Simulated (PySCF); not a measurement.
## Electronic structure of C5H11FSi (SMILES FC[C@H]1CC[SiH2]C1) in real space

| atom | x (Å) | y (Å) | z (Å) |
| --- | --- | --- | --- |
| F | 1.9504 | -1.2723 | 1.3703 |
| C | 2.0289 | -0.8119 | 0.0764 |
| C | 0.7341 | -0.1203 | -0.3370 |
| C | -0.4686 | -1.0649 | -0.2689 |
| C | -1.7306 | -0.2541 | -0.5671 |
| Si | -1.4356 | 1.4223 | 0.2932 |
| C | 0.4237 | 1.0925 | 0.5478 |
| H | 2.2351 | -1.6863 | -0.5505 |
| H | 2.8785 | -0.1213 | 0.0435 |
| H | 0.8659 | 0.2102 | -1.3735 |
| H | -0.3504 | -1.8977 | -0.9661 |
| H | -0.5260 | -1.4768 | 0.7404 |
| H | -2.6187 | -0.7843 | -0.2299 |
| H | -1.8340 | -0.1211 | -1.6449 |
| H | -1.7006 | 2.5617 | -0.5902 |
| H | -2.1600 | 1.5716 | 1.5569 |
| H | 0.6247 | 0.8292 | 1.5870 |
| H | 1.0744 | 1.9298 | 0.3008 |

Geometry: GFN2-xTB.

Computed with PBE0/pcSseg-1, SCF density, gas phase, non-relativistic in PySCF.

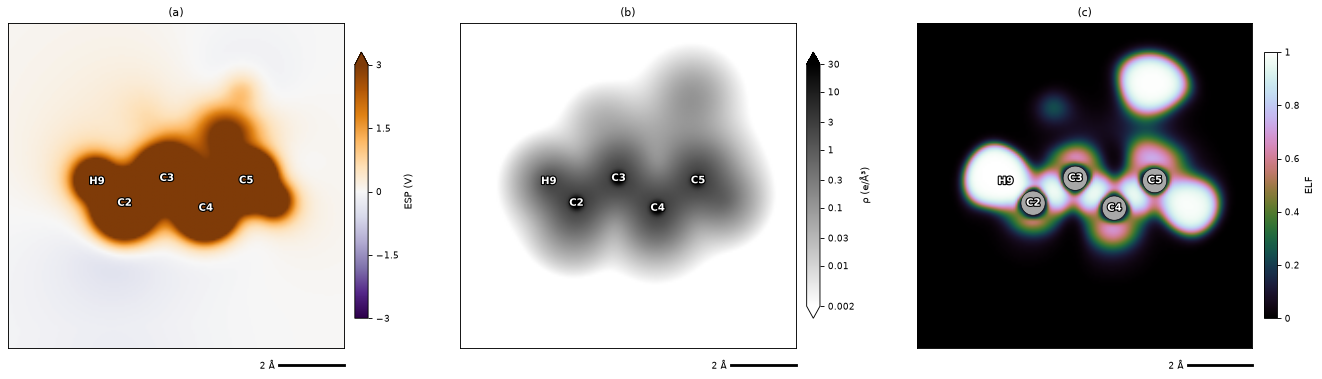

Figure 1. (a) molecular electrostatic potential; (b) total electron density; (c) ELF on the plane of atoms C2, C3 and C4. Grey discs cover the atomic cores in the ELF map.

### What do the fields say about this system?

- Atoms in the plane: C and H.
- C–C (1.53 Å): ρ is about 1.7 e/Å³ halfway; the ELF peaks at about 0.95 between the atoms; a shared electron pair.
- C–H (1.10 Å): ρ at the midpoint is about 2 e/Å³; the ELF climbs to about 1 towards the hydrogen, as it does in any bond to H; an ordinary covalent bond to hydrogen.
- Outside the dense part of the molecule the potential is most negative (−0.4 V) near F1, which lies off the plane.

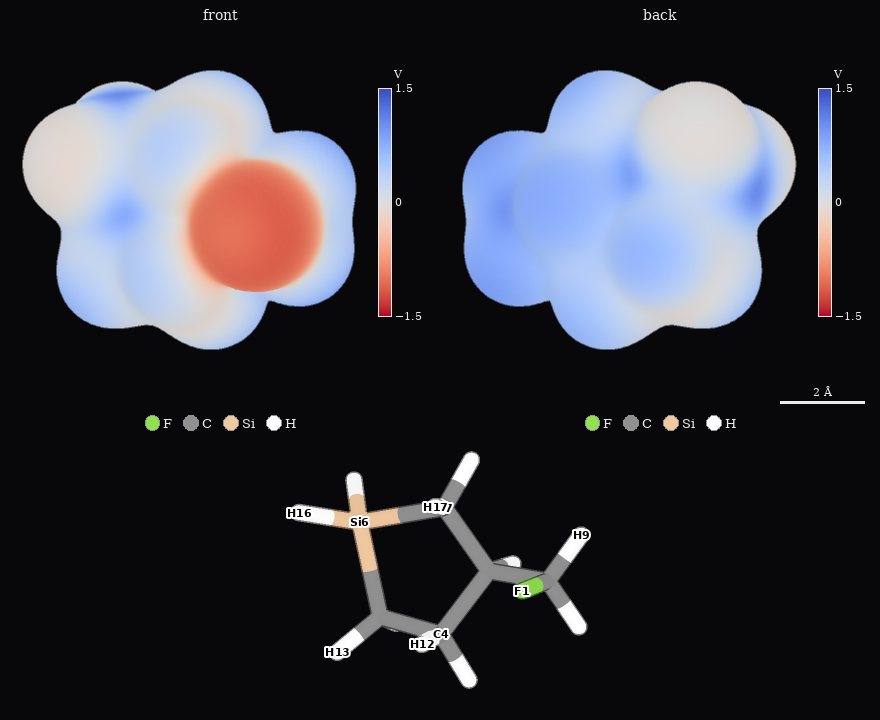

Figure 2. The molecular electrostatic potential painted on the density surface at 0.002 e/bohr³, seen from the front and from behind; the colour scale runs from red (negative) to blue (positive). The bare structure is drawn below in the same view.

### Describe the electrostatic potential map.

The most negative region (about −1.1 V) lies over F1, the most positive (about +0.9 V) over C2 and Si6.

### How polar is the molecule by this calculation?

Its dipole moment is 1.66 D.
